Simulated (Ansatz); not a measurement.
# Run report: LiH₂C₂F, geometry relaxation (part 1 of 2)

- system: LiH₂C₂F (disordered cell, 24 atoms in the cell)
- method: DFT r2SCAN-D3(BJ), scalar-relativistic, plane waves, PAW (Ansatz 0.2.0)

The run did not end well. It belongs to a series of runs on one base structure; here: start relaxed.

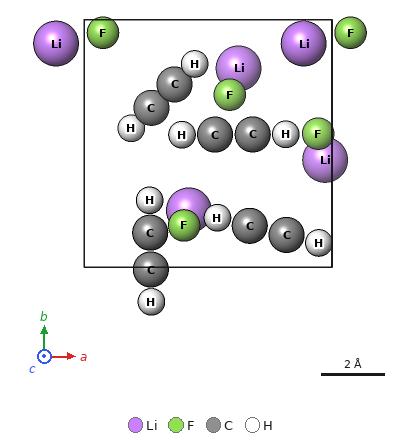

*The structure as given in the input (spheres-only view of the cell of the calculation, along the c axis).*

What the run reported

```json
{"quantity": "outcome", "value": "stopped at the time limit"}
{"quantity": "hardware", "value": "1 thread of Arm Neoverse V1, 24 GiB of memory available, shared host"}
{"quantity": "wall time", "value": "9.6 min"}
{"quantity": "peak memory", "value": "1.3 GiB"}
```

The run was cut off by its time limit, so the output is incomplete. Notes on the run: the dispersion correction has no parameters fitted for this combination and takes those fitted for r2SCAN with other terms.

The input
```yaml
crystal:
  lattice:
    - [7.93277, 0.0, 0.0]
    - [0.0, 7.93277, 0.0]
    - [0.0, 0.0, 7.93277]
  atoms:
    - { symbol: Li, position: [0.4219953, 0.2294812, 0.3511511] }
    - { symbol: F, position: [0.4026064, 0.1683841, 0.5379462] }
    - { symbol: Li, position: [0.9722582, 0.4331434, 0.0625141] }
    - { symbol: F, position: [0.9443182, 0.539185, 0.226757] }
    - { symbol: Li, position: [0.6225537, 0.8028401, 0.0741419] }
    - { symbol: F, position: [0.5872026, 0.6966959, 0.2368837] }
    - { symbol: Li, position: [0.8854671, 0.9031946, 0.5268912] }
    - { symbol: F, position: [1.0750468, 0.9468533, 0.4929113] }
    - { symbol: C, position: [0.3638357, 0.7380084, 0.5709271] }
    - { symbol: C, position: [0.270806, 0.6435605, 0.4939301] }
    - { symbol: H, position: [0.1892697, 0.5607812, 0.4264457] }
    - { symbol: H, position: [0.4453721, 0.8207878, 0.6384115] }
    - { symbol: C, position: [0.2683218, -0.0094727, 0.8790209] }
    - { symbol: C, position: [0.2657526, 0.139402, 0.915534] }
    - { symbol: H, position: [0.2635008, 0.2698839, 0.947536] }
    - { symbol: H, position: [0.2705736, -0.1399546, 0.8470188] }
    - { symbol: C, position: [0.6798279, 0.5361142, 0.7717838] }
    - { symbol: C, position: [0.5276299, 0.5354966, 0.790191] }
    - { symbol: H, position: [0.3942351, 0.5349554, 0.806324] }
    - { symbol: H, position: [0.8132228, 0.5366554, 0.7556507] }
    - { symbol: C, position: [0.8165324, 0.1301752, 0.8527934] }
    - { symbol: C, position: [0.6677821, 0.1671123, 0.8492643] }
    - { symbol: H, position: [0.5374091, 0.1994861, 0.8461712] }
    - { symbol: H, position: [0.9469054, 0.0978015, 0.8558865] }
basis:
  ecutwfc: 500.0
kpoints:
  mp_grid: { grid: [1, 1, 1] }
hamiltonian:
  xc: r2scan
  dispersion: d3bj
scf:
  occupations: { method: fermi_dirac, width: 0.05 }
  lower_state_search: "off"
relax:
  f_tol: 0.3
  max_steps: 15
  adjacent_minimum: "off"
```

Run as:
```bash
ansatz run input.yaml --threads 1 --pin off --max-ram 3072MiB --backend cpu --events-out ev --progress --plain --runs-dir out
```

Output
```
Warning: the engine holds no damping parameters fitted to this dispersion correction and functional, so the run takes those fitted to r2scan beside the three-body term, which d3bj leaves out (hamiltonian.dispersion, under Limitations)
Engine: ansatz 0.2.0, aarch64-unknown-linux-gnu
Pseudopotentials: kind: paw
Pseudopotential: Li, paw, valence charge 3, recommended cutoff 500 eV (meta_gga), Li.paw.azcp
Pseudopotential: F, paw, valence charge 7, recommended cutoff 500 eV (meta_gga), F.paw.azcp
Pseudopotential: C, paw, valence charge 4, recommended cutoff 500 eV (meta_gga), C.paw.azcp
Pseudopotential: H, paw, valence charge 1, recommended cutoff 500 eV (meta_gga), H.paw.azcp
Functional definition: r2SCAN
  parameter k0 = 0.174
  parameter k1 = 0.065
  parameter a1 = 4.9479
  exchange = r2scan_x(k0 = k0, k1 = k1, a1 = a1)
  correlation = r2scan_c
Crystal: 24 atoms, lattice volume = 499.200 Å³
Basis set: ecut = 500 eV, 12797 PW (Γ), exchange–correlation on 240×240×240 points (64 copies of the dense FFT grid, shifted against one another)
Bands: 64, of which v1, the nominal top of the filled ones, is band 40 counted from 1 (39 counted from 0)
Symmetry: 1 space group operations
Space group: P1 (ITA 1), of the structure as read, at distance tolerance 7.9e-5 Å
k-points: 1
Non-local potential: Li, projectors of the file, l = 0: 3, l = 1: 2, l = 2: 1
Non-local potential: F, projectors of the file, l = 0: 2, l = 1: 2, l = 2: 1
Non-local potential: C, projectors of the file, l = 0: 2, l = 1: 2, l = 2: 1
Non-local potential: H, projectors of the file, l = 0: 2, l = 1: 1
PAW form: soft (Blöchl's): semilocal exchange-correlation on the pseudo side does not see the compensation charge
PAW frozen core: F, regenerated for the run's functional (the file was generated under x = pbe(κ = 0.804, μ = 0.2195149727645171), c = pbe(β = 0.06672455060314922))
PAW frozen core: C, regenerated for the run's functional (the file was generated under x = pbe(κ = 0.804, μ = 0.2195149727645171), c = pbe(β = 0.06672455060314922))
PAW one-centre angular grid: Li, 302 points (default); XC on 327 of its mesh's 2665 points in the sphere
PAW one-centre angular grid: F, 302 points (default); XC on 160 Gauss nodes
PAW one-centre angular grid: C, 302 points (default); XC on 239 of its mesh's 2573 points in the sphere
PAW one-centre angular grid: H, 302 points (default); XC on 160 Gauss nodes
Initial density: superposition of atomic densities (neutral atoms: chi_scale 0, normalization atom), corrected by the library's trained network
Initial wavefunctions: pseudopotential atomic-orbital guess
Functional: x = r2scan, c = r2scan; τ floored in thin density (d = 2e-4 eV/Å³)
SCF iter   1: F=-6193.819817 eV  HF=-6194.299723 eV  |F-HF|=4.80e-1  |Δ(HF+E_count)|=         —  Δρ=9.18e-3  dr2=6.34e-1  dr2_τ=1.80e0  ethr=1.77e-3  ⟨swp⟩=6.0  Hψ=302  notcnv=0  defer=3
preconditioner: auto → Resta (q_TF=auto, 2.011 Å⁻¹)  ε∞=2.4  [insulator: Δε(μ)=4.004 eV  Ē_g=11.282 eV  σ=0.050 eV  W_gap=1.00  n_scr=80 (ndim 8)  ℏωp=13.3 eV  f_vac=0.369  D(μ)=0.00/eV (n_scr^D=0)  ε∞_Penn≈2.4]
SCF iter   2: F=-6194.081075 eV  HF=-6194.101960 eV  |F-HF|=2.09e-2  |Δ(HF+E_count)|=   1.98e-1  Δρ=4.84e-3  dr2=1.15e-1  dr2_τ=1.19e-2  ethr=7.93e-4  ⟨swp⟩=2.0  Hψ=122  notcnv=0  defer=15
SCF iter   3: F=-6194.096844 eV  HF=-6194.098684 eV  |F-HF|=1.84e-3  |Δ(HF+E_count)|=   3.28e-3  Δρ=1.89e-3  dr2=4.11e-2  dr2_τ=1.29e-3  ethr=1.44e-4  ⟨swp⟩=3.0  Hψ=97  notcnv=0
automatic band count: iteration 3 solves 49 bands in place of 64: the levels show a gap, and the empty bands left out lie too high to hold charge; the band table lists the bands solved (type scf.n_extra_bands for more)
SCF iter   4: F=-6194.102946 eV  HF=-6194.103688 eV  |F-HF|=7.42e-4  |Δ(HF+E_count)|=   5.00e-3  Δρ=9.09e-4  dr2=6.23e-3  dr2_τ=7.57e-4  ethr=5.14e-5  ⟨swp⟩=3.0  Hψ=99  notcnv=0  defer=1
SCF iter   5: F=-6194.105266 eV  HF=-6194.105172 eV  |F-HF|=9.41e-5  |Δ(HF+E_count)|=   1.48e-3  Δρ=5.04e-4  dr2=1.64e-3  dr2_τ=1.57e-4  ethr=7.78e-6  ⟨swp⟩=2.0  Hψ=83  notcnv=0
automatic band count: iteration 5 solves 48 bands in place of 49: the levels show a gap, and the empty bands left out lie too high to hold charge; the band table lists the bands solved (type scf.n_extra_bands for more)
SCF iter   6: F=-6194.106030 eV  HF=-6194.105733 eV  |F-HF|=2.97e-4  |Δ(HF+E_count)|=   5.62e-4  Δρ=1.43e-4  dr2=1.35e-4  dr2_τ=1.44e-5  ethr=2.05e-6  ⟨swp⟩=2.0  Hψ=80  notcnv=0
SCF iter   7: F=-6194.106071 eV  HF=-6194.106045 eV  |F-HF|=2.59e-5  |Δ(HF+E_count)|=   3.12e-4  Δρ=4.74e-5  dr2=1.81e-5  dr2_τ=1.48e-6  ethr=1.69e-7  ⟨swp⟩=2.0  Hψ=77  notcnv=0
SCF iter   8: F=-6194.106076 eV  HF=-6194.106075 eV  |F-HF|=7.98e-7  |Δ(HF+E_count)|=   3.01e-5  Δρ=3.21e-5  dr2=7.33e-6  dr2_τ=8.01e-7  ethr=2.26e-8  ⟨swp⟩=4.0  Hψ=151  notcnv=0
SCF 1 converged in 8 iterations: F = -6194.106076 eV  dr2 = 7.33e-6
  greatest PAW one-centre occupation: 0.999 electrons in one spin orbital (limit 2), on the Li atom at site 6 (counted from 0), in its partial waves of l = 0
relax step   1: F+E_penalty+E_count = -6194.10607593 eV  Δ(F+E_penalty+E_count) = +0.000e0 eV  max|allowed force component| = 1.787e0 eV/Å  Δτ_max = 0.0000 Å  (8 SCF iters, dr2 threshold 1.00e-4 eV, accepted)
Initial density: handed on by an earlier stage of this run
Initial wavefunctions: those handed on with the density
iter 1 solved again at ethr=7.58e-4 eV; its pass at ethr=3.10e-3 eV (dr2=6.06e-1 eV) is discarded
SCF iter   1: F=-6194.521025 eV  HF=-6194.772894 eV  |F-HF|=2.52e-1  |Δ(HF+E_count)|=         —  Δρ=1.49e-2  dr2=6.12e-1  dr2_τ=4.55e0  ethr=7.58e-4  ⟨swp⟩=1.0  Hψ=225  notcnv=0  defer=1
automatic band count: iteration 1 solves 47 bands in place of 64: the levels show a gap, and the empty bands left out lie too high to hold charge; the band table lists the bands solved (type scf.n_extra_bands for more)
preconditioner: auto → Resta (q_TF=auto, 2.011 Å⁻¹)  ε∞=3.1  [insulator: Δε(μ)=3.345 eV  Ē_g=9.280 eV  σ=0.050 eV  W_gap=1.00  n_scr=80 (ndim 8)  ℏωp=13.3 eV  f_vac=0.399  D(μ)=0.00/eV (n_scr^D=0)  ε∞_Penn≈3.1  vacuum switching on, ρ_ref=6.2e-3 e/Å³]
SCF iter   2: F=-6194.731539 eV  HF=-6194.725140 eV  |F-HF|=6.40e-3  |Δ(HF+E_count)|=   4.78e-2  Δρ=7.07e-3  dr2=1.17e-1  dr2_τ=2.15e-2  ethr=7.58e-4  ⟨swp⟩=3.0  Hψ=97  notcnv=0  defer=1
SCF iter   3: F=-6194.750599 eV  HF=-6194.751040 eV  |F-HF|=4.42e-4  |Δ(HF+E_count)|=   2.59e-2  Δρ=3.06e-3  dr2=2.54e-2  dr2_τ=4.62e-3  ethr=1.47e-4  ⟨swp⟩=3.0  Hψ=102  notcnv=0  defer=1
SCF iter   4: F=-6194.758788 eV  HF=-6194.758311 eV  |F-HF|=4.78e-4  |Δ(HF+E_count)|=   7.27e-3  Δρ=5.45e-4  dr2=1.16e-3  dr2_τ=2.01e-4  ethr=3.17e-5  ⟨swp⟩=2.0  Hψ=84  notcnv=0  defer=1
SCF iter   5: F=-6194.759082 eV  HF=-6194.759015 eV  |F-HF|=6.76e-5  |Δ(HF+E_count)|=   7.04e-4  Δρ=2.06e-4  dr2=2.14e-4  dr2_τ=2.11e-5  ethr=1.45e-6  ⟨swp⟩=2.0  Hψ=86  notcnv=0  defer=1
SCF iter   6: F=-6194.759113 eV  HF=-6194.759156 eV  |F-HF|=4.33e-5  |Δ(HF+E_count)|=   1.41e-4  Δρ=1.28e-4  dr2=8.99e-5  dr2_τ=1.09e-5  ethr=2.68e-7  ⟨swp⟩=2.0  Hψ=86  notcnv=0  defer=1
SCF iter   7: F=-6194.759162 eV  HF=-6194.759158 eV  |F-HF|=3.72e-6  |Δ(HF+E_count)|=   2.13e-6  Δρ=2.42e-5  dr2=3.15e-6  dr2_τ=2.75e-7  ethr=1.12e-7  ⟨swp⟩=5.0  Hψ=160  notcnv=0
[...]
  greatest PAW one-centre occupation: 0.999 electrons in one spin orbital (limit 2), on the Li atom at site 4 (counted from 0), in its partial waves of l = 0
relax step   2: F+E_penalty+E_count = -6194.75916186 eV  Δ(F+E_penalty+E_count) = -6.531e-1 eV  max|allowed force component| = 5.153e-1 eV/Å  Δτ_max = 0.1948 Å  (7 SCF iters, dr2 threshold 1.00e-4 eV, accepted)
automatic band count: iteration 1 solves 47 bands in place of 64: the levels show a gap, and the empty bands left out lie too high to hold charge; the band table lists the bands solved (type scf.n_extra_bands for more)
preconditioner: auto → Resta (q_TF=auto, 2.011 Å⁻¹)  ε∞=3.0  [insulator: Δε(μ)=3.538 eV  Ē_g=9.383 eV  σ=0.050 eV  W_gap=1.00  n_scr=80 (ndim 8)  ℏωp=13.3 eV  f_vac=0.398  D(μ)=0.00/eV (n_scr^D=0)  ε∞_Penn≈3.0  vacuum switching on, ρ_ref=6.4e-3 e/Å³]
relax step   3: F+E_penalty+E_count = -6195.28203744 eV  Δ(F+E_penalty+E_count) = -5.229e-1 eV  max|allowed force component| = 1.093e0 eV/Å  Δτ_max = 0.1957 Å  (9 SCF iters, accepted)
automatic band count: iteration 1 solves 47 bands in place of 64: the levels show a gap, and the empty bands left out lie too high to hold charge; the band table lists the bands solved (type scf.n_extra_bands for more)
preconditioner: auto → Resta (q_TF=auto, 2.011 Å⁻¹)  ε∞=3.0  [insulator: Δε(μ)=3.699 eV  Ē_g=9.424 eV  σ=0.050 eV  W_gap=1.00  n_scr=80 (ndim 8)  ℏωp=13.3 eV  f_vac=0.395  D(μ)=0.00/eV (n_scr^D=0)  ε∞_Penn≈3.0  vacuum switching on, ρ_ref=6.4e-3 e/Å³]
relax step   4: F+E_penalty+E_count = -6195.79031649 eV  Δ(F+E_penalty+E_count) = -5.083e-1 eV  max|allowed force component| = 7.891e-1 eV/Å  Δτ_max = 0.1938 Å  (7 SCF iters, dr2 threshold 9.93e-5 eV, accepted)
automatic band count: iteration 1 solves 48 bands in place of 64: the levels show a gap, and the empty bands left out lie too high to hold charge; the band table lists the bands solved (type scf.n_extra_bands for more)
preconditioner: auto → Resta (q_TF=auto, 2.011 Å⁻¹)  ε∞=2.9  [insulator: Δε(μ)=3.850 eV  Ē_g=9.589 eV  σ=0.050 eV  W_gap=1.00  n_scr=80 (ndim 8)  ℏωp=13.3 eV  f_vac=0.392  D(μ)=0.00/eV (n_scr^D=0)  ε∞_Penn≈2.9  vacuum switching on, ρ_ref=6.7e-3 e/Å³]
relax step   5: F+E_penalty+E_count = -6196.26125748 eV  Δ(F+E_penalty+E_count) = -4.709e-1 eV  max|allowed force component| = 5.846e-1 eV/Å  Δτ_max = 0.1964 Å  (7 SCF iters, dr2 threshold 1.00e-4 eV, accepted)
automatic band count: iteration 1 solves 48 bands in place of 64: the levels show a gap, and the empty bands left out lie too high to hold charge; the band table lists the bands solved (type scf.n_extra_bands for more)
preconditioner: auto → Resta (q_TF=auto, 2.011 Å⁻¹)  ε∞=2.9  [insulator: Δε(μ)=3.937 eV  Ē_g=9.643 eV  σ=0.050 eV  W_gap=1.00  n_scr=80 (ndim 8)  ℏωp=13.3 eV  f_vac=0.391  D(μ)=0.00/eV (n_scr^D=0)  ε∞_Penn≈2.9  vacuum switching on, ρ_ref=6.7e-3 e/Å³]
relax step   6: F+E_penalty+E_count = -6196.64688951 eV  Δ(F+E_penalty+E_count) = -3.856e-1 eV  max|allowed force component| = 5.593e-1 eV/Å  Δτ_max = 0.1967 Å  (7 SCF iters, dr2 threshold 1.00e-4 eV, accepted)
automatic band count: iteration 1 solves 48 bands in place of 64: the levels show a gap, and the empty bands left out lie too high to hold charge; the band table lists the bands solved (type scf.n_extra_bands for more)
preconditioner: auto → Resta (q_TF=auto, 2.011 Å⁻¹)  ε∞=2.9  [insulator: Δε(μ)=3.914 eV  Ē_g=9.638 eV  σ=0.050 eV  W_gap=1.00  n_scr=80 (ndim 8)  ℏωp=13.3 eV  f_vac=0.388  D(μ)=0.00/eV (n_scr^D=0)  ε∞_Penn≈2.9  vacuum switching on, ρ_ref=6.7e-3 e/Å³]
relax step   7: F+E_penalty+E_count = -6197.07260467 eV  Δ(F+E_penalty+E_count) = -4.257e-1 eV  max|allowed force component| = 6.786e-1 eV/Å  Δτ_max = 0.2000 Å  (7 SCF iters, dr2 threshold 1.00e-4 eV, accepted)
automatic band count: iteration 1 solves 48 bands in place of 64: the levels show a gap, and the empty bands left out lie too high to hold charge; the band table lists the bands solved (type scf.n_extra_bands for more)
preconditioner: auto → Resta (q_TF=auto, 2.011 Å⁻¹)  ε∞=2.9  [insulator: Δε(μ)=3.942 eV  Ē_g=9.739 eV  σ=0.050 eV  W_gap=1.00  n_scr=80 (ndim 8)  ℏωp=13.3 eV  f_vac=0.389  D(μ)=0.00/eV (n_scr^D=0)  ε∞_Penn≈2.9  vacuum switching on, ρ_ref=6.9e-3 e/Å³]
relax step   8: F+E_penalty+E_count = -6197.47967069 eV  Δ(F+E_penalty+E_count) = -4.071e-1 eV  max|allowed force component| = 5.964e-1 eV/Å  Δτ_max = 0.1949 Å  (7 SCF iters, dr2 threshold 1.00e-4 eV, accepted)
automatic band count: iteration 1 solves 48 bands in place of 64: the levels show a gap, and the empty bands left out lie too high to hold charge; the band table lists the bands solved (type scf.n_extra_bands for more)
preconditioner: auto → Resta (q_TF=auto, 2.011 Å⁻¹)  ε∞=2.8  [insulator: Δε(μ)=4.009 eV  Ē_g=9.805 eV  σ=0.050 eV  W_gap=1.00  n_scr=80 (ndim 8)  ℏωp=13.3 eV  f_vac=0.389  D(μ)=0.00/eV (n_scr^D=0)  ε∞_Penn≈2.8  vacuum switching on, ρ_ref=7.0e-3 e/Å³]
relax step   9: F+E_penalty+E_count = -6197.80712054 eV  Δ(F+E_penalty+E_count) = -3.274e-1 eV  max|allowed force component| = 4.028e-1 eV/Å  Δτ_max = 0.1953 Å  (7 SCF iters, dr2 threshold 1.00e-4 eV, accepted)
automatic band count: iteration 1 solves 48 bands in place of 64: the levels show a gap, and the empty bands left out lie too high to hold charge; the band table lists the bands solved (type scf.n_extra_bands for more)
preconditioner: auto → Resta (q_TF=auto, 2.011 Å⁻¹)  ε∞=2.8  [insulator: Δε(μ)=4.238 eV  Ē_g=9.832 eV  σ=0.050 eV  W_gap=1.00  n_scr=80 (ndim 8)  ℏωp=13.3 eV  f_vac=0.391  D(μ)=0.00/eV (n_scr^D=0)  ε∞_Penn≈2.8  vacuum switching on, ρ_ref=7.0e-3 e/Å³]
relax step  10: F+E_penalty+E_count = -6198.09287411 eV  Δ(F+E_penalty+E_count) = -2.858e-1 eV  max|allowed force component| = 5.454e-1 eV/Å  Δτ_max = 0.2000 Å  (9 SCF iters, accepted)
automatic band count: iteration 1 solves 48 bands in place of 64: the levels show a gap, and the empty bands left out lie too high to hold charge; the band table lists the bands solved (type scf.n_extra_bands for more)
preconditioner: auto → Resta (q_TF=auto, 2.011 Å⁻¹)  ε∞=2.8  [insulator: Δε(μ)=4.484 eV  Ē_g=9.887 eV  σ=0.050 eV  W_gap=1.00  n_scr=80 (ndim 8)  ℏωp=13.3 eV  f_vac=0.393  D(μ)=0.00/eV (n_scr^D=0)  ε∞_Penn≈2.8  vacuum switching on, ρ_ref=7.1e-3 e/Å³]
```
